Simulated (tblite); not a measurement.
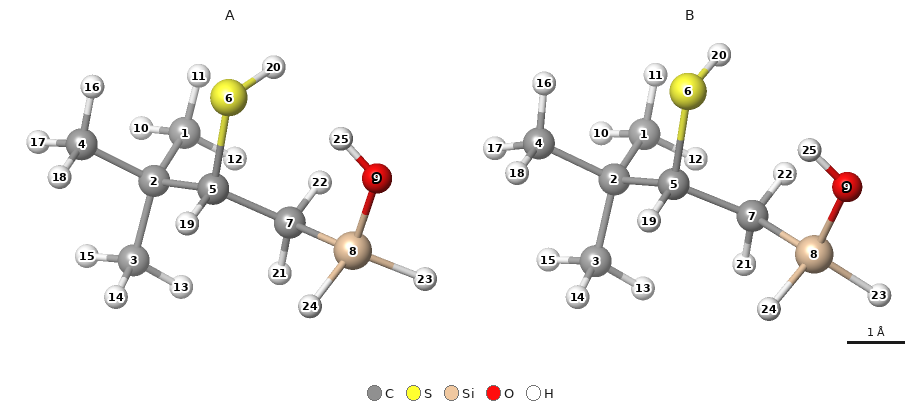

Two geometries of C$_{6}$H$_{16}$OSSi, drawn at one scale. One is the start of a relaxation, the other its converged end. Style: ball-and-stick. Shown at a tilt.

Theory: GFN2-xTB geometry optimisation, gas phase in tblite 0.8.0. 

> Which of the two is the end point?

Structure A is the relaxed one. The atom that moves furthest after the best rigid fit is H20 (0.34 Å). Largest moves by element: H 0.34 Å, O 0.24 Å, C 0.13 Å, S 0.11 Å, Si 0.08 Å. Some distances before and after: C2–C5 1.586 → 1.547 Å, Si8–O9 1.652 → 1.619 Å, C5–C7 1.551 → 1.523 Å, O9–H25 0.981 → 0.960 Å. Bond angles that change, for instance: H23–Si8–H24 108.4° → 113.9°, O9–Si8–H23 108.4° → 103.4°, Si8–O9–H25 115.6° → 120.1°. The energy falls by 0.193 eV in 87 geometry steps.
